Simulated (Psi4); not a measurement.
# Interaction calculation of SiH3OF2 (charge −1) (part 1 of 2)

System: SiH3OF2, charge −1.
Method: SAPT0/jun-cc-pVDZ, RHF (Psi4 1.11).

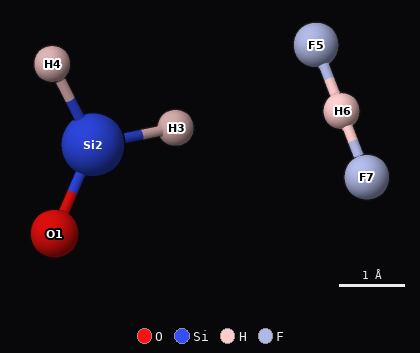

*The input geometry (ball-and-stick view, seen at a tilt; atoms are numbered from 1 in the order of the input).*

Bond lengths as drawn: F–H 1.14 Å, H–Si 1.49 Å and O–Si 1.52 Å.

Input file (f2h3osi.in):
```
memory 1.6 GB

molecule {
  0 1
  O     -0.283200     0.413500     1.469520
  Si    -0.006700     0.009800     0.034920
  H      0.439900    -1.346000    -0.376180
  H     -0.150000     0.922700    -1.128280
  --
  -1 1
  F      5.476500     0.954050    -1.509530
  H      5.995140     0.807320    -0.501420
  F      6.513780     0.660590     0.506690
  units angstrom
  symmetry c1
  no_reorient
  no_com
}

set {
  basis jun-cc-pVDZ
  scf_type df
  freeze_core true
}

energy_value = energy("sapt0")
print_variables()
```

Machine: 1 thread of AMD EPYC (Zen 3), 24 GiB of memory available, shared host.

Command:
```bash
psi4 f2h3osi.in f2h3osi.out -n 1
```

Log:
```
Psi4 1.11 release

   => Loading Basis Set <=

    Name: JUN-CC-PVDZ
    Role: ORBITAL
    Keyword: BASIS

   => Loading Basis Set <=

    Name: JUN-CC-PVDZ
    Role: ORBITAL
    Keyword: BASIS

  //>>>>>>>>>>>>>>>>>>>>>>>>>>>>>>>>>>>//
  //              Dimer HF             //
  //<<<<<<<<<<<<<<<<<<<<<<<<<<<<<<<<<<<//

   => Loading Basis Set <=

    Name: JUN-CC-PVDZ
    Role: ORBITAL
    Keyword: BASIS

         ---------------------------------------------------------
                                   SCF
                              RHF Reference
                        1 Threads,   1525 MiB Core
         ---------------------------------------------------------

  ==> Geometry <==

    Molecular point group: c1
    Full point group: C1

    Geometry (in Angstrom), charge = -1, multiplicity = 1:

       Center              X                  Y                   Z               Mass
    ------------   -----------------  -----------------  -----------------  -----------------
         O           -0.283200000000     0.413500000000     1.469520000000    15.994914619570
         SI          -0.006700000000     0.009800000000     0.034920000000    27.976926534650
         H            0.439900000000    -1.346000000000    -0.376180000000     1.007825032230
         H           -0.150000000000     0.922700000000    -1.128280000000     1.007825032230
         F            5.476500000000     0.954050000000    -1.509530000000    18.998403162730
         H            5.995140000000     0.807320000000    -0.501420000000     1.007825032230
         F            6.513780000000     0.660590000000     0.506690000000    18.998403162730

  Running in c1 symmetry.

  Rotational constants: A =      0.20038  B =      0.01160  C =      0.01108 [cm^-1]
  Rotational constants: A =   6007.20814  B =    347.74287  C =    332.05846 [MHz]
  Nuclear repulsion =  117.816659281946698

  Charge       = -1
  Multiplicity = 1
  Electrons    = 44
  Nalpha       = 22
  Nbeta        = 22

  ==> Algorithm <==

  SCF Algorithm Type is DF.
  DIIS enabled.
  MOM disabled.
  Fractional occupation disabled.
  Guess Type is SAD.
  Energy threshold   = 1.00e-08
  Density threshold  = 1.00e-08
  Integral threshold = 1.00e-12

  ==> Primary Basis <==

  Basis Set: JUN-CC-PVDZ
    Blend: JUN-CC-PVDZ
    Number of shells: 43
    Number of basis functions: 91
    Number of Cartesian functions: 95
    Spherical Harmonics?: true
    Max angular momentum: 2

   => Loading Basis Set <=

    Name: (JUN-CC-PVDZ AUX)
    Role: JKFIT
    Keyword: DF_BASIS_SCF

  ==> Integral Setup <==

  DFHelper Memory: AOs need 0.024 GiB; user supplied 1.118 GiB.
  SCF_SUBTYPE=INCORE selected. In-core MEM_DF algorithm will be used.
  Using in-core AOs.

  ==> MemDFJK: Density-Fitted J/K Matrices <==

    J tasked:                   Yes
    K tasked:                   Yes
    wK tasked:                   No
    Memory [MiB]:              1144
    Algorithm:                 Core
    Schwarz Cutoff:           1E-12
    Mask sparsity (%):      20.6738
    Fitting Condition:        1E-10

   => Auxiliary Basis Set <=

  Basis Set: (JUN-CC-PVDZ AUX)
    Blend: JUN-CC-PVDZ-JKFIT
    Number of shells: 147
    Number of basis functions: 427
    Number of Cartesian functions: 488
    Spherical Harmonics?: true
    Max angular momentum: 3

  Minimum eigenvalue in the overlap matrix is 2.9876232863E-03.
  Reciprocal condition number of the overlap matrix is 6.2074103830E-04.
    Using symmetric orthogonalization.

  ==> Pre-Iterations <==

  SCF Guess: Superposition of Atomic Densities via on-the-fly atomic UHF (no occupation information).

   -------------------------
    Irrep   Nso     Nmo
   -------------------------
     A         91      91
   -------------------------
    Total      91      91
   -------------------------

  ==> Iterations <==

                           Total Energy        Delta E     RMS |[F,P]|

   @DF-RHF iter SAD:  -562.68157249486239   -5.62682e+02   0.00000e+00
   @DF-RHF iter   1:  -564.20386263159639   -1.52229e+00   8.74277e-03 ADIIS/DIIS
   @DF-RHF iter   2:  -564.26699144040617   -6.31288e-02   7.92078e-03 ADIIS/DIIS
   @DF-RHF iter   3:  -564.46099257387959   -1.94001e-01   8.55081e-04 ADIIS/DIIS
   @DF-RHF iter   4:  -564.46325818559296   -2.26561e-03   2.41512e-04 ADIIS/DIIS
   @DF-RHF iter   5:  -564.46354037252422   -2.82187e-04   3.65561e-05 DIIS
   @DF-RHF iter   6:  -564.46355323396028   -1.28614e-05   1.18093e-05 DIIS
   @DF-RHF iter   7:  -564.46355579384488   -2.55988e-06   4.49972e-06 DIIS
   @DF-RHF iter   8:  -564.46355623889394   -4.45049e-07   1.41237e-06 DIIS
   @DF-RHF iter   9:  -564.46355627384321   -3.49493e-08   3.61331e-07 DIIS
   @DF-RHF iter  10:  -564.46355627466210   -8.18886e-10   1.03562e-07 DIIS
   @DF-RHF iter  11:  -564.46355627475259   -9.04947e-11   2.24579e-08 DIIS
   @DF-RHF iter  12:  -564.46355627476112   -8.52651e-12   5.57355e-09 DIIS
  Energy and wave function converged.

  ==> Post-Iterations <==

    Orbital Energies [Eh]
    ---------------------

    Doubly Occupied:

       1A    -68.763724     2A    -25.979710     3A    -25.975998
       4A    -20.440124     5A     -6.111620     6A     -4.218566
       7A     -4.217379     8A     -4.215231     9A     -1.271674
      10A     -1.225482    11A     -1.175392    12A     -0.622044
      13A     -0.477237    14A     -0.470866    15A     -0.443970
      16A     -0.376050    17A     -0.360846    18A     -0.339428
      19A     -0.339347    20A     -0.313030    21A     -0.312998
      22A     -0.292742

    Virtual:

      23A      0.099094    24A      0.133243    25A      0.141800
      26A      0.149967    27A      0.193828    28A      0.235206
      29A      0.292162    30A      0.319057    31A      0.339093
      32A      0.350150    33A      0.373019    34A      0.409243
      35A      0.425752    36A      0.443397    37A      0.444316
      38A      0.447441    39A      0.489761    40A      0.496392
      41A      0.506308    42A      0.550445    43A      0.574751
      44A      0.599957    45A      0.626588    46A      0.693446
      47A      0.702962    48A      0.724260    49A      0.754373
      50A      0.809655    51A      0.823762    52A      0.972977
      53A      1.206536    54A      1.224095    55A      1.275911
      56A      1.519361    57A      1.553840    58A      1.579521
      59A      1.714166    60A      1.722019    61A      1.732822
      62A      1.733371    63A      1.740211    64A      1.899438
      65A      1.985567    66A      1.987979    67A      1.994932
      68A      2.084882    69A      2.089465    70A      2.141443
      71A      2.208922    72A      2.237977    73A      2.344319
      74A      2.681951    75A      2.841666    76A      2.944833
      77A      3.098755    78A      3.115159    79A      3.221688
      80A      3.337385    81A      3.703135    82A      4.277413
      83A      4.277440    84A      4.293658    85A      4.293688
      86A      4.297617    87A      4.297626    88A      4.542350
      89A      4.542375    90A      4.791702    91A      5.632002

    Final Occupation by Irrep:
              A
    DOCC [    22 ]
    NA   [    22 ]
    NB   [    22 ]

  @DF-RHF Final Energy:  -564.46355627476112

   => Energetics <=

    Nuclear Repulsion Energy =            117.8166592819466985
    One-Electron Energy =               -1028.6735142757834183
    Two-Electron Energy =                 346.3932987190755739
    Total Energy =                       -564.4635562747611175

Computation Completed

Properties will be evaluated at   0.000000,   0.000000,   0.000000 [a0]

Properties computed using the SCF density matrix

 Multipole Moments:

 ------------------------------------------------------------------------------------
     Multipole            Electronic (a.u.)      Nuclear  (a.u.)        Total (a.u.)
 ------------------------------------------------------------------------------------

 L = 1.  Multiply by 2.5417464519 to convert [e a0] to [Debye]
 Dipole X            :       -222.2153621          211.3434928          -10.8718693
 Dipole Y            :        -36.6905473           34.6972236           -1.9933237
 Dipole Z            :         -3.0701152            2.2933716           -0.7767435
 Magnitude           :                                                   11.0803525

 ------------------------------------------------------------------------------------

	total time  =          2 seconds =       0.03 minutes

  //>>>>>>>>>>>>>>>>>>>>>>>>>>>>>>>>>>>//
  //            Monomer A HF           //
  //<<<<<<<<<<<<<<<<<<<<<<<<<<<<<<<<<<<//

  ==> Geometry <==

    Molecular point group: c1
    Full point group: C1

    Geometry (in Angstrom), charge = 0, multiplicity = 1:

       Center              X                  Y                   Z               Mass
    ------------   -----------------  -----------------  -----------------  -----------------
         O           -0.283200000000     0.413500000000     1.469520000000    15.994914619570
         SI          -0.006700000000     0.009800000000     0.034920000000    27.976926534650
         H            0.439900000000    -1.346000000000    -0.376180000000     1.007825032230
         H           -0.150000000000     0.922700000000    -1.128280000000     1.007825032230
      Gh(F)           5.476500000000     0.954050000000    -1.509530000000    18.998403162730
      Gh(H)           5.995140000000     0.807320000000    -0.501420000000     1.007825032230
      Gh(F)           6.513780000000     0.660590000000     0.506690000000    18.998403162730

  Running in c1 symmetry.

  Rotational constants: A =      0.20038  B =      0.01160  C =      0.01108 [cm^-1]
  Rotational constants: A =   6007.20814  B =    347.74287  C =    332.05846 [MHz]
  Nuclear repulsion =   52.484789994440838

  Charge       = 0
  Multiplicity = 1
  Electrons    = 24
  Nalpha       = 12
  Nbeta        = 12

  ==> Iterations <==

                           Total Energy        Delta E     RMS |[F,P]|

   @DF-RHF iter SAD:  -364.09184778200199   -3.64092e+02   0.00000e+00
   @DF-RHF iter   1:  -364.76724003933805   -6.75392e-01   6.63247e-03 ADIIS/DIIS
   @DF-RHF iter   2:  -364.76728631059922   -4.62713e-05   6.99733e-03 ADIIS/DIIS
   @DF-RHF iter   3:  -364.93237215388888   -1.65086e-01   2.76802e-04 ADIIS/DIIS
   @DF-RHF iter   4:  -364.93300754973973   -6.35396e-04   5.54156e-05 DIIS
   @DF-RHF iter   5:  -364.93304206077585   -3.45110e-05   1.78163e-05 DIIS
   @DF-RHF iter   6:  -364.93304838732877   -6.32655e-06   6.54577e-06 DIIS
   @DF-RHF iter   7:  -364.93304929092557   -9.03597e-07   1.41700e-06 DIIS
   @DF-RHF iter   8:  -364.93304932629263   -3.53671e-08   1.83448e-07 DIIS
   @DF-RHF iter   9:  -364.93304932686237   -5.69742e-10   5.35482e-08 DIIS
   @DF-RHF iter  10:  -364.93304932690393   -4.15525e-11   1.70971e-08 DIIS
   @DF-RHF iter  11:  -364.93304932691012   -6.19593e-12   2.90051e-09 DIIS
  Energy and wave function converged.

  ==> Post-Iterations <==

    Final Occupation by Irrep:
              A
    DOCC [    12 ]
    NA   [    12 ]
    NB   [    12 ]

  @DF-RHF Final Energy:  -364.93304932691012

   => Energetics <=

    Nuclear Repulsion Energy =             52.4847899944408383
    One-Electron Energy =                -610.0157616465625097
    Two-Electron Energy =                 192.5979223252116128
    Total Energy =                       -364.9330493269101225

Computation Completed

Properties will be evaluated at   0.000000,   0.000000,   0.000000 [a0]

Properties computed using the SCF density matrix

 Multipole Moments:

 ------------------------------------------------------------------------------------
     Multipole            Electronic (a.u.)      Nuclear  (a.u.)        Total (a.u.)
 ------------------------------------------------------------------------------------

 L = 1.  Multiply by 2.5417464519 to convert [e a0] to [Debye]
 Dipole X            :          4.2369833           -3.9107882            0.3261951
 Dipole Y            :         -6.1864886            5.7105634           -0.4759252
 Dipole Z            :        -21.9879734           20.2967546           -1.6912188
 Magnitude           :                                                    1.7869329

 ------------------------------------------------------------------------------------

	total time  =          1 seconds =       0.02 minutes

  //>>>>>>>>>>>>>>>>>>>>>>>>>>>>>>>>>>>//
  //            Monomer B HF           //
  //<<<<<<<<<<<<<<<<<<<<<<<<<<<<<<<<<<<//

  ==> Geometry <==

    Molecular point group: c1
    Full point group: C1

    Geometry (in Angstrom), charge = -1, multiplicity = 1:
```
